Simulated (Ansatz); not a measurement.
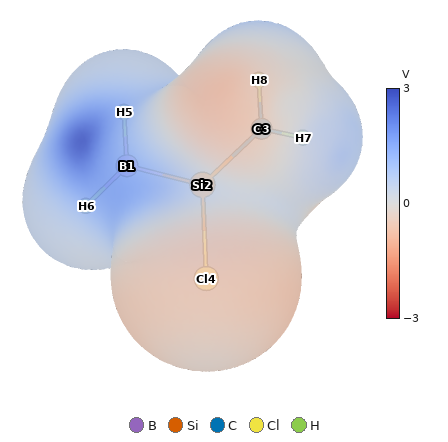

Figure. CH₄BClSi (SMILES B[Si](=C)Cl). The electrostatic potential painted on the density surface at 0.002 e/bohr³, seen at a tilt; red is negative and blue positive.

Method: RHF/def2-SVP (Ansatz 0.2.0).

```xyz
8

B    -0.7637    1.5094   -0.1407
Si   -0.3295   -0.4452   -0.0950
C     1.2140   -1.0535    0.2651
Cl   -1.8820   -1.7458   -0.5151
H     0.1200    2.2804    0.0969
H    -1.8579    1.9172   -0.3935
H     1.4805   -2.1029    0.2973
H     2.0185   -0.3598    0.4851
```

Question: Describe the electrostatic potential map.

Answer: The most negative region (about −0.8 V) lies over the π face of C3, the most positive (about +2.5 V) over B1.
